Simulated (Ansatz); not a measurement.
## Fields on a plane of V4GaS8 (space group F-43m)

```yaml
crystal:
  lattice:
    - [0.00000, 4.75421, 4.75421]
    - [4.75421, 0.00000, 4.75421]
    - [4.75421, 4.75421, 0.00000]
  atoms:
    - { symbol: V, position: [0.60388, 0.60388, 0.18836] }
    - { symbol: V, position: [0.60388, 0.18836, 0.60388] }
    - { symbol: V, position: [0.18836, 0.60388, 0.60388] }
    - { symbol: V, position: [0.60388, 0.60388, 0.60388] }
    - { symbol: Ga, position: [0.00000, 0.00000, 0.00000] }
    - { symbol: S, position: [0.86241, 0.86241, 0.41276] }
    - { symbol: S, position: [0.86241, 0.41276, 0.86241] }
    - { symbol: S, position: [0.41276, 0.86241, 0.86241] }
    - { symbol: S, position: [0.86241, 0.86241, 0.86241] }
    - { symbol: S, position: [0.36948, 0.36948, 0.89156] }
    - { symbol: S, position: [0.36948, 0.89156, 0.36948] }
    - { symbol: S, position: [0.89156, 0.36948, 0.36948] }
    - { symbol: S, position: [0.36948, 0.36948, 0.36948] }
```

The slice is a {100} plane (indices of the conventional cell) through the point (0.604, 0.604, 0.604) (fractional), spanned by u = [100] and v = [0 1 -1] in vectors of this cell: u (6.72 Å) and v (6.72 Å, at 90° to u). It covers one period; positions are fractions (u, v).

Atoms on it: V at (0.58, 0.00); V at (0.00, 0.00). Other atoms lie within 1 Å of the plane.

The numbers are results of PBEsol (plane waves to 420 eV, PAW, scalar-relativistic; Ansatz, a quantum-chemistry and plane-wave program), not measurements. k mesh 7×7×7. Inside the PAW spheres the values are not all-electron values, and peaks at nuclei hang on which shells count as valence. V4GaS8 is run without spin polarisation. V4GaS8 was relaxed with its symmetry unable to fall.

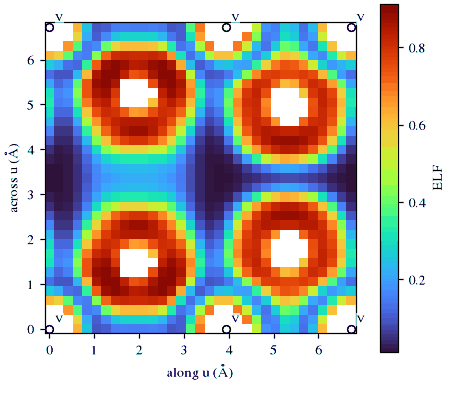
Figure: Electron localisation function (ELF), one period of the plane, atoms marked. Points within 0.5 Å of a nucleus are left white, as the pseudised field means little there.

```
v \ u  0.00  0.09  0.19  0.28  0.38  0.47  0.56  0.66  0.75  0.84  0.94
-----  ----  ----  ----  ----  ----  ----  ----  ----  ----  ----  ----
0.94      x     x   3.7   4.1   4.5     x     x     x   1.5  <1.0     x
0.84   <1.0   2.9  <1.0     x     x   3.6  <1.0  <1.0     x     x  <1.0
0.75    7.2   7.2     x     x     x   6.0   7.7  <1.0     x     x  <1.0
0.66    8.4   8.2   2.8     x  <1.0   7.6   8.7   3.5     x     x   4.6
0.56    8.9   7.9   4.3  <1.0   3.2   7.3   8.9   8.5   6.4   6.6   8.6
0.47    9.0   7.7   3.6  <1.0   2.2   7.1   8.9   9.0   8.2   8.2   9.0
0.38    8.6   8.2   4.7  <1.0   3.3   7.7   8.8   5.8     x     x   6.5
0.28    7.7   7.7     x     x     x   6.6   8.2  <1.0     x     x   1.1
0.19    3.9   5.3     x     x     x   4.8   4.2  <1.0     x     x   1.4
0.09      x     x   2.9  <1.0   2.2  <1.0     x     x   1.3  <1.0     x
0.00      x     x   3.6   7.2   5.4     x     x     x  <1.0  <1.0     x
```

Values: electrostatic potential energy of an electron, from the cell's mean, in eV. Points within 0.9 Å of a nucleus are blanked (x), as the pseudised field means little there. Values under 1 eV are set to 1. The zero, the cell's mean, hangs on the PAW cores.
